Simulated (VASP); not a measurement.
Band structure of HfIr (space group Pmma). Calculation: PBEsol GGA with spin-orbit coupling, VASP's PBE PAW potentials (set 64) (plane waves; VASP).

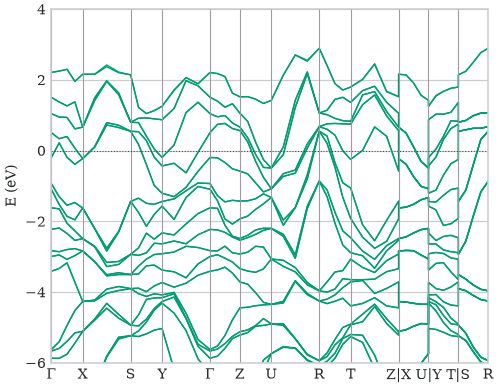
Figure: Bands along high-symmetry lines, zero at the valence-band maximum or, without a gap, the Fermi level

Q: Read the plot: is there a gap, and where are the band edges?

A: It has no gap at this level: it comes out as a metal or semimetal.

The structure comes from a computed database's HfIr entry (Pmma); how it stands against other phases isn't given here. It was relaxed first.
